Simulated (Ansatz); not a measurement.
## Moving the knobs of a GW run on SrLi2SnS4 (I-42m)

Aim: change settings of a G0W0 run on SrLi2SnS4 (I-42m) and see what moves.

Calculated with Ansatz 0.2.0; G0W0 on PBE, plane waves, PAW; PAW set soft_1.

## (1) The structure

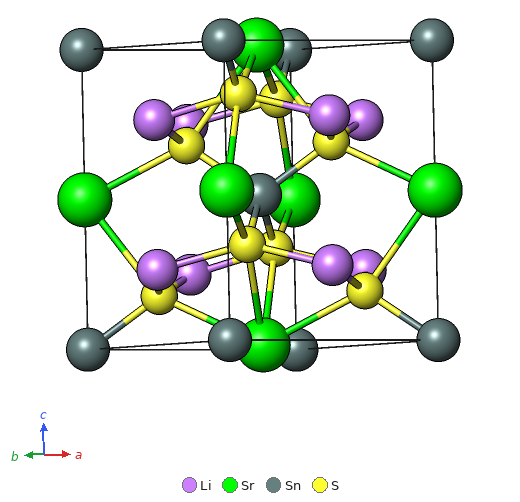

The starting structure, seen from a free direction (lithium purple, strontium green, tin teal, sulfur yellow). This picture shows the conventional cell, with its axes. Bonds to atoms that aren't drawn are left out. Some periodic images of atoms are drawn too.

Coordinates:

```cif
data_structure
_symmetry_space_group_name_H-M 'P 1'
_symmetry_Int_Tables_number 1
_cell_length_a 6.1518
_cell_length_b 6.1518
_cell_length_c 6.1518
_cell_angle_alpha 114.466
_cell_angle_beta 114.466
_cell_angle_gamma 99.886
_cell_volume 175.55
loop_
_atom_site_label
_atom_site_type_symbol
_atom_site_fract_x
_atom_site_fract_y
_atom_site_fract_z
_atom_site_occupancy
Li1 Li 0.25000 0.75000 0.50000 1
Li2 Li 0.75000 0.25000 0.50000 1
Sr3 Sr 0.50000 0.50000 0.00000 1
Sn4 Sn 0.00000 0.00000 0.00000 1
S5 S 0.03526 0.03526 0.41320 1
S6 S 0.96474 0.37794 0.00000 1
S7 S 0.62206 0.62206 0.58680 1
S8 S 0.37794 0.96474 0.00000 1
```

The cell and positions come from the Crystallography Open Database and are kept as given unless a step says otherwise.

## (2) The base run: 4×4×4 mesh, 398 empty bands, screening to 100 eV, PAW set soft_1 files

G0W0 replaces the xc potential by the self-energy, built once from these orbitals. Only a window of levels is corrected, while the sums run over the empty bands that the input names. This step takes PAW set soft_1 files.

Input file input.yaml:

```yaml
crystal:
  lattice:
    - [-3.3295, 3.3295, 3.959]
    - [3.3295, -3.3295, 3.959]
    - [3.3295, 3.3295, -3.959]
  atoms:
    - { symbol: Li, position: [0.25, 0.75, 0.5] }
    - { symbol: Li, position: [0.75, 0.25, 0.5] }
    - { symbol: Sr, position: [0.5, 0.5, 0.0] }
    - { symbol: Sn, position: [0.0, 0.0, 0.0] }
    - { symbol: S, position: [0.03526, 0.03526, 0.4132] }
    - { symbol: S, position: [0.96474, 0.37794, 0.0] }
    - { symbol: S, position: [0.62206, 0.62206, 0.5868] }
    - { symbol: S, position: [0.37794, 0.96474, 0.0] }
kpoints:
  mp_grid: { grid: [4, 4, 4] }
hamiltonian:
  xc: pbe
  pseudopotentials: { kind: paw, azcp: { folder: soft_1 } }
scf:
  occupations: { method: fixed }
gw:
  n_empty_bands: 398
  ecut_chi: 100
  qp_bands: [v2, c2]
  qp_kpoints: band_edges
  screening: { model: contour_deformation }
```

The run is started by

```
> ansatz run input.yaml --threads 2 --pin off --max-ram 92160MiB --backend cuda --events-out ev --progress --plain --runs-dir out --devices 1 --max-vram 13GiB
```

Numbers of over 12 decimals in the logs are rounded to 6 here.

The program printed:

```text
GPUs: using 1 of 1 available (devices: 1).
Engine: ansatz 0.2.0, x86_64-unknown-linux-gnu
Pseudopotentials: kind: paw
Pseudopotential: Li, paw, valence charge 3, recommended cutoff 420 eV (normal), soft_1/Li.paw.azcp
Pseudopotential: Sr, paw, valence charge 10, recommended cutoff 420 eV (normal), soft_1/Sr.paw.azcp
Pseudopotential: Sn, paw, valence charge 14, recommended cutoff 420 eV (normal), soft_1/Sn.paw.azcp
Pseudopotential: S, paw, valence charge 6, recommended cutoff 420 eV (normal), soft_1/S.paw.azcp
Functional definition: PBE
  parameter kappa = 0.804
  parameter beta = 0.066725
  exchange = pbe_x(kappa = kappa, mu = beta*pi^2/3)
  correlation = pbe_c(beta = beta)
device memory: the entry about to start is reckoned to put 1.9 GiB on a device that reports 27.0 GiB free (of which the cap on the GPU budget leaves the run 13.0 GiB)
GPU FFT provider: cuFFT
GPU libraries: cuBLAS 13.8.2, cuFFT 12.4.0, cuSOLVER 12.3.4
Crystal: 8 atoms, lattice volume = 175.551 Å³
Basis set: ecut = 420 eV, 3445 PW (Γ)
Bands: 35, of which v1, the nominal top of the filled ones, is band 27 counted from 1 (26 counted from 0)
Symmetry: 8 space group operations
Space group: I-42m (ITA 121), of the structure as read, at distance tolerance 5.6e-5 Å
k-points: 13 of 64 (time reversal used)
Non-local potential: Li, projectors of the file, l = 0: 3, l = 1: 2, l = 2: 1
Non-local potential: Sr, projectors of the file, l = 0: 3, l = 1: 2, l = 2: 2
Non-local potential: Sn, projectors of the file, l = 0: 2, l = 1: 2, l = 2: 2, l = 3: 1
Non-local potential: S, projectors of the file, l = 0: 2, l = 1: 2, l = 2: 1
PAW form: soft (Blöchl's): semilocal exchange-correlation on the pseudo side does not see the compensation charge
PAW one-centre angular grid: Li, 110 points (default); XC on 96 Gauss nodes
PAW one-centre angular grid: Sr, 110 points (default); XC on 64 Gauss nodes
PAW one-centre angular grid: Sn, 590 points (default); XC on 64 Gauss nodes
PAW one-centre angular grid: S, 110 points (default); XC on 64 Gauss nodes
Initial density: superposition of atomic densities (chi_scale 0.1, normalization cell, long waves kept (reshape's long-wave potential 0.00 eV rms))
Initial wavefunctions: pseudopotential atomic-orbital guess
GPU buffer pool allocated for 91125 grid points (all kernels)
GPU transforms: local potential and band sums: pruned to the plane-wave sphere, on 45×45×45
Functional: x = pbe(κ = 0.804, μ = 0.219515), c = pbe(β = 0.066725)
SCF iter   1: F=—  HF=-13597.419357 eV  |F-HF|=—  |Δ(HF+E_count)|=         —  Δρ=3.43e-2  dr2=4.12e0  ethr=3.10e-3  ⟨swp⟩=6.9  Hψ=2070  notcnv=0  defer=70
preconditioner: auto → Resta (q_TF=auto, 2.242 Å⁻¹)  ε∞=3.0  [insulator: Δε(μ)=2.942 eV  Ē_g=13.901 eV  n_scr=26 (ndim 8)  ℏωp=19.4 eV  f_vac=0.000  ε∞_Penn≈3.0]
[...]
NSCF: frozen V_eff on 1 k-points
SCF converged after 8 iterations
Free energy (F): -13596.028464 eV
Harris-Foulkes:  -13596.028464 eV  (|F-HF|=2.14e-8)
Internal energy: -13596.028464 eV  (E = F + TS)
E sigma→0 (E₀):  -13596.028464 eV
Fermi energy:    5.065835 eV
--- Per-component energies (eV) ---
  E_band       = -420.950163
  E_kinetic    = 860.273705
  E_local      = -2962.087985  (includes V_loc(G=0)·N_el)
  E_nonlocal   = 476.801347
  E_hartree    = 1119.975111
  E_xc         = -677.273699
  E_vxc        = -593.159643  (∫ρ·V_xc dr)
  E_paw        = -9544.302799  (= ΣΔE_a)
  E_vpaw       = -442.732881  (= ΣTr[D̂ρ^β])
  E_aug_tail   = 0.000802  (compensation charges beyond the density's cutoff)
  E_ewald      = -2869.414945
  E_smearing   = -0.000000  (= −TS)
  E_closure    = 0.000000  (closes the sum)
  Σ components = -13596.028464   (vs F -13596.028464, Δ=0.00e0)
--- Band table (eV; the first three rows and the last of 13) ---
  k-point 0: bands = [... 23 lower, 4.0920, 4.6071, 4.6896, 4.6896, 7.7624, 9.0002, 9.7443, 10.1361, ... 4 higher]
  k-point 1: bands = [... 23 lower, 4.2459, 4.2568, 4.4749, 4.5085, 8.0838, 8.9781, 9.3053, 9.9465, ... 4 higher]
  k-point 2: bands = [... 23 lower, 3.7782, 3.9875, 4.0250, 4.5548, 8.2302, 9.4029, 9.7175, 9.8643, ... 4 higher]
  k-point 12: bands = [... 23 lower, 3.3229, 4.5879, 4.5879, 5.0658, 7.7389, 9.2319, 9.2319, 9.5699, ... 4 higher]
--- G₀W₀: contour deformation, 6 samples at zero and on the imaginary axis and 2 off it, 64 q-points, 398 empty bands' worth ---
  eigenvalues of the whole cell's RPA ε∞ on this k-mesh (on a slab, of 1 + 4πα/V) = 4.5860, 4.7259, 4.7259; static W/v taken at q = 0 is 0.213730
  bands read: the sum over 425 bands ends inside a degenerate multiplet in 2 slots, whose members it reads at an even weight; the widest, k=7: bands 425 to 426 (counted from 1) at 1/2 each
  gw.qp_kpoints: band_edges: 13 of 13 stored k-points solved, in 1 pass; an edge of the gap read off the rows below is read off those points alone
    ik  band        ε_KS         Σx   Σc(E_QP)       V_xc       Z   E_QP_lin       E_QP  E_QP is
     0    26      4.6896   -18.1485     2.1056   -15.2508  0.7605     3.8881     3.8975  root
     0    27      4.6896   -18.1485     2.1056   -15.2508  0.7605     3.8881     3.8975  root
     0    28      7.7624    -9.5751    -3.6574   -13.8019  0.7919     8.3352     8.3318  root
     0    29      9.0002    -5.6851    -3.7359    -9.8611  0.8019     9.4427     9.4403  root
     1    26      4.4749   -17.9353     2.1876   -14.9308  0.7579     3.6476     3.6581  root
     1    27      4.5085   -17.3771     2.1561   -14.3761  0.7599     3.6522     3.6636  root
     1    28      8.0838   -10.4383    -3.6950   -14.8328  0.7830     8.7889     8.7833  root
     1    29      8.9781    -5.0817    -3.7250    -9.1998  0.8058     9.3732     9.3713  root
[...]
12    26      4.5879   -17.7444     2.2997   -14.5967  0.7559     3.7281     3.7400  root
    12    27      5.0658   -18.0925     2.2196   -15.0394  0.7596     4.2218     4.2324  root
    12    28      7.7389    -8.5635    -3.7085   -12.9077  0.7994     8.3789     8.3746  root
    12    29      9.2319    -7.0705    -3.7932   -11.3313  0.7999     9.7023     9.6996  root
```

Run time: 30 s. Hardware: 1 × NVIDIA H100 80GB HBM3 (shared by 6 runs) with 2 threads of AMD EPYC 7R13 (Zen 3), shared host; peak memory 1.8 GiB.

Numbers from this step:

- bands summed: 425
- RPA ε∞ on this mesh (eigenvalues): 4.586, 4.726, 4.726
- plane waves in the screening matrix: 395
- q-points in the mesh: 64
- G0W0 gap on the mesh: 4.099 eV
- k of the valence top: -0.5, -0.5, -0.5
- k of the conduction bottom: 0, 0, 0
- starting gap on the mesh: 2.673 eV
- Z at the valence top: 0.7596
- Z at the conduction bottom: 0.7919
- least direct G0W0 gap on the computed points: 4.142 eV

The gap on the mesh goes from 2.67 eV to 4.10 eV, a correction of +1.43 eV, though a band edge has moved to another state.

## (3) Variant: potentials

Other atomic data (norm-conserving) test the pseudisation: the cutoff goes from 420 to 1034.03 eV, with the same valence electrons.

This step: G0W0 on PBE, plane waves, norm-conserving pseudopotentials.

input.yaml, as its differences from that of step 2:

```diff
@@ -18,3 +18,3 @@
   xc: pbe
-  pseudopotentials: { kind: paw, azcp: { folder: soft_1 } }
+  pseudopotentials: { kind: nc }
 scf:
```

The program printed:

```text
GPUs: using 1 of 1 available (devices: 1).
[...]
GPU FFT provider: cuFFT
GPU libraries: cuBLAS 13.8.2, cuFFT 12.4.0, cuSOLVER 12.3.4
Crystal: 8 atoms, lattice volume = 175.551 Å³
Basis set: ecut = 1034.032677 eV, 13293 PW (Γ)
Bands: 35, of which v1, the nominal top of the filled ones, is band 27 counted from 1 (26 counted from 0)
Symmetry: 8 space group operations
[...]
k-points: 13 of 64 (time reversal used)
[...]
GPU buffer pool allocated for 373248 grid points (all kernels)
[...]
SCF iter   1: F=—  HF=-4742.177450 eV  |F-HF|=—  |Δ(HF+E_count)|=         —  Δρ=3.42e-2  dr2=4.02e0  ethr=3.10e-3  ⟨swp⟩=11.2  Hψ=2827  notcnv=0  defer=71
[...]
SCF iter   8: F=-4740.811901 eV  HF=-4740.811901 eV  |F-HF|=1.81e-8  |Δ(HF+E_count)|=   8.96e-7  Δρ=5.88e-6  dr2=6.98e-8  ethr=1.85e-10  ⟨swp⟩=30.4  Hψ=5099  notcnv=0
SCF 1 converged in 8 iterations: F = -4740.811901 eV  dr2 = 6.98e-8
[...]
0    26      4.7125   -18.1396     2.1130   -15.2494  0.7606     3.9263     3.9353  root
     0    27      4.7125   -18.1396     2.1130   -15.2494  0.7606     3.9263     3.9353  root
     0    28      7.7838    -9.6101    -3.6511   -13.8453  0.7921     8.3715     8.3679  root
     0    29      9.0270    -5.6300    -3.7287    -9.8145  0.8020     9.4856     9.4829  root
     1    26      4.4981   -17.9258     2.1949   -14.9284  0.7580     3.6856     3.6957  root
     1    27      4.5326   -17.3654     2.1634   -14.3706  0.7600     3.6903     3.7013  root
     1    28      8.1061   -10.4594    -3.6913   -14.8654  0.7831     8.8266     8.8208  root
     1    29      9.0045    -5.0354    -3.7208    -9.1618  0.8058     9.4121     9.4100  root
[...]
12    26      4.6144   -17.7274     2.3055   -14.5907  0.7560     3.7719     3.7833  root
    12    27      5.0920   -18.0841     2.2256   -15.0423  0.7598     4.2658     4.2758  root
    12    28      7.7639    -8.5593    -3.7117   -12.9138  0.7994     8.4112     8.4068  root
    12    29      9.2583    -7.0650    -3.7953   -11.3352  0.7999     9.7360     9.7332  root
[key lines of the parts left out:]
SCF converged after 8 iterations
Free energy (F): -4740.811901 eV
Fermi energy:    5.091971 eV
```

Wall time 95 s (1 × NVIDIA H100 80GB HBM3 (shared by 6 runs) with 2 threads); peak memory 2.9 GiB; 2.4 min of CPU time.

The G0W0 gap on the mesh is 4.092 eV.

Against the base:

```
setting            base          variant
  files  PAW set soft_1  norm-conserving
```

```
                                    quantity  variant   base
                    starting gap on the mesh    2.672  2.673
                        G0W0 gap on the mesh    4.092  4.099
least direct G0W0 gap on the computed points    4.131  4.142
                        Z at the valence top    0.760  0.760
                  Z at the conduction bottom    0.792  0.792
```

## (4) Variant: potentials

This step: G0W0 on PBE, plane waves, PAW.

input.yaml, as its differences from that of step 3:

```diff
@@ -18,3 +18,3 @@
   xc: pbe
-  pseudopotentials: { kind: nc }
+  pseudopotentials: { kind: paw, source: ansatz }
 scf:
```

The program printed:

```text
GPUs: using 1 of 1 available (devices: 1).
[...]
GPU FFT provider: cuFFT
GPU libraries: cuBLAS 13.8.2, cuFFT 12.4.0, cuSOLVER 12.3.4
Crystal: 8 atoms, lattice volume = 175.551 Å³
Basis set: ecut = 780 eV, 8647 PW (Γ)
Bands: 39, of which v1, the nominal top of the filled ones, is band 31 counted from 1 (30 counted from 0)
Symmetry: 8 space group operations
[...]
k-points: 13 of 64 (time reversal used)
[...]
GPU buffer pool allocated for 262144 grid points (all kernels)
[...]
SCF iter   1: F=—  HF=-17298.547476 eV  |F-HF|=—  |Δ(HF+E_count)|=         —  Δρ=3.59e-2  dr2=3.43e0  ethr=3.10e-3  ⟨swp⟩=6.0  Hψ=1904  notcnv=0  defer=67
[...]
SCF iter   9: F=-17297.379563 eV  HF=-17297.379563 eV  |F-HF|=1.33e-8  |Δ(HF+E_count)|=   9.67e-8  Δρ=3.05e-6  dr2=2.47e-8  ethr=1.61e-10  ⟨swp⟩=14.9  Hψ=2650  notcnv=0
SCF 1 converged in 9 iterations: F = -17297.379563 eV  dr2 = 2.47e-8
[...]
0    30      5.0055   -18.1495     2.1163   -15.2525  0.7606     4.2158     4.2248  root
     0    31      5.0055   -18.1495     2.1163   -15.2525  0.7606     4.2158     4.2248  root
     0    32      8.0789    -9.5899    -3.6502   -13.8163  0.7920     8.6585     8.6551  root
     0    33      9.3163    -5.6902    -3.7283    -9.8669  0.8019     9.7671     9.7646  root
     1    30      4.7911   -17.9358     2.1977   -14.9319  0.7580     3.9746     3.9848  root
     1    31      4.8245   -17.3770     2.1652   -14.3769  0.7600     3.9786     3.9896  root
     1    32      8.4009   -10.4495    -3.6876   -14.8449  0.7830     9.1144     9.1087  root
     1    33      9.2938    -5.0847    -3.7201    -9.2039  0.8058     9.6947     9.6927  root
[...]
12    30      4.9047   -17.7459     2.3080   -14.5994  0.7560     4.0547     4.0662  root
    12    31      5.3824   -18.0961     2.2280   -15.0443  0.7598     4.5484     4.5587  root
    12    32      8.0560    -8.5612    -3.7054   -12.9075  0.7992     8.7013     8.6969  root
    12    33      9.5484    -7.0720    -3.7922   -11.3321  0.7998    10.0190    10.0163  root
[key lines of the parts left out:]
SCF converged after 9 iterations
Free energy (F): -17297.379563 eV
Fermi energy:    5.382410 eV
```

Wall time 80 s (1 × NVIDIA H100 80GB HBM3 (shared by 6 runs) with 2 threads); peak memory 2.6 GiB.

The G0W0 gap on the mesh is 4.096 eV.

Against the base:

```
setting            base   variant
  files  PAW set soft_1  hard PAW
```

```
                                    quantity  variant   base
                    starting gap on the mesh    2.674  2.673
                        G0W0 gap on the mesh    4.096  4.099
least direct G0W0 gap on the computed points    4.138  4.142
                        Z at the valence top    0.760  0.760
                  Z at the conduction bottom    0.792  0.792
```

## (5) Variant: frequency model

A plasmon pole stands in for the full frequency dependence of the screening; this run shows what that costs in accuracy.

This step: G0W0 on PBE, plane waves, PAW; PAW set soft_1.

input.yaml, as its differences from that of step 4:

```diff
@@ -18,3 +18,3 @@
   xc: pbe
-  pseudopotentials: { kind: paw, source: ansatz }
+  pseudopotentials: { kind: paw, azcp: { folder: soft_1 } }
 scf:
@@ -26,2 +26,2 @@
   qp_kpoints: band_edges
-  screening: { model: contour_deformation }
+  screening: { model: godby_needs }
```

The program printed:

```text
GPUs: using 1 of 1 available (devices: 1).
[...]
GPU FFT provider: cuFFT
GPU libraries: cuBLAS 13.8.2, cuFFT 12.4.0, cuSOLVER 12.3.4
Crystal: 8 atoms, lattice volume = 175.551 Å³
Basis set: ecut = 420 eV, 3445 PW (Γ)
Bands: 35, of which v1, the nominal top of the filled ones, is band 27 counted from 1 (26 counted from 0)
Symmetry: 8 space group operations
[...]
k-points: 13 of 64 (time reversal used)
[...]
GPU buffer pool allocated for 91125 grid points (all kernels)
[...]
SCF iter   1: F=—  HF=-13597.419357 eV  |F-HF|=—  |Δ(HF+E_count)|=         —  Δρ=3.43e-2  dr2=4.12e0  ethr=3.10e-3  ⟨swp⟩=6.9  Hψ=2070  notcnv=0  defer=70
[...]
SCF iter   8: F=-13596.028464 eV  HF=-13596.028464 eV  |F-HF|=2.14e-8  |Δ(HF+E_count)|=   1.92e-6  Δρ=5.33e-6  dr2=7.11e-8  ethr=1.85e-10  ⟨swp⟩=16.3  Hψ=2834  notcnv=0
SCF 1 converged in 8 iterations: F = -13596.028464 eV  dr2 = 7.11e-8
[...]
0    26      4.6896   -18.1485     2.1299   -15.2508  0.7775     3.9174     3.9218  root
     0    27      4.6896   -18.1485     2.1299   -15.2508  0.7775     3.9174     3.9218  root
     0    28      7.7624    -9.5751    -3.6122   -13.8019  0.8030     8.3792     8.3769  root
     0    29      9.0002    -5.6851    -3.7192    -9.8611  0.8167     9.4584     9.4570  root
     1    26      4.4749   -17.9353     2.2003   -14.9308  0.7768     3.6658     3.6707  root
     1    27      4.5085   -17.3771     2.1698   -14.3761  0.7788     3.6720     3.6772  root
     1    28      8.0838   -10.4383    -3.6306   -14.8328  0.7962     8.8512     8.8477  root
     1    29      8.9781    -5.0817    -3.7148    -9.1998  0.8197     9.3826     9.3815  root
[...]
12    26      4.5879   -17.7444     2.3135   -14.5967  0.7749     3.7482     3.7538  root
    12    27      5.0658   -18.0925     2.2481   -15.0394  0.7763     4.2559     4.2609  root
    12    28      7.7389    -8.5635    -3.6544   -12.9077  0.8110     8.4316     8.4288  root
    12    29      9.2319    -7.0705    -3.7713   -11.3313  0.8131     9.7231     9.7215  root
[key lines of the parts left out:]
SCF converged after 8 iterations
Free energy (F): -13596.028464 eV
Fermi energy:    5.065835 eV
```

Elapsed: 46 s, on 1 × NVIDIA H100 80GB HBM3 (shared by 6 runs) with 2 threads; peak memory 2.5 GiB.

The G0W0 gap on the mesh is 4.116 eV.

Against the base:

```
        setting                 base       variant
frequency model  contour deformation  plasmon pole
```

```
                                    quantity  variant   base
                    starting gap on the mesh    2.673  2.673
                        G0W0 gap on the mesh    4.116  4.099
least direct G0W0 gap on the computed points    4.168  4.142
                        Z at the valence top    0.776  0.760
                  Z at the conduction bottom    0.803  0.792
```

## (6) What came out

| Quantity | Value |
| --- | --- |
| base | 4.10 eV, 30 s |
| potentials | 4.09 eV, 95 s |
| potentials | 4.10 eV, 80 s |
| frequency model | 4.12 eV, 46 s |

In words: Potentials: the gap moves by −0.01 eV and the time by a factor of 3.1 (the plane-wave cutoff goes from 420 to 1034.03 eV). Potentials: the gap moves by −0.003 eV and the time by a factor of 2.6 (the plane-wave cutoff goes from 420 to 780 eV). Frequency model: the gap moves by +0.02 eV. All runs here use a coarse mesh and modest cutoffs; they test settings and are not final values. The many-body steps are scalar-relativistic: spin-orbit coupling is not in them.

[Paths, hosts, dates, memory and timing lines, banners, echoed tables and standing remarks are left out of the program output.]

[Logs are printed without paths, hosts, clocks, repeated set-up lines and the standing remarks that a program may print on its own settings, such as how far it seeks lower states.]

[Runs of the session that timed out or met a known fault of the program may be left out.]

[Cells called generated may have been cut or substituted from an entry of the Crystallography Open Database or the Materials Project.]

[Hosts, paths, dates, database ids (printed as entryN), source tags and the programs' standing remarks are cut or masked in the printed files.]
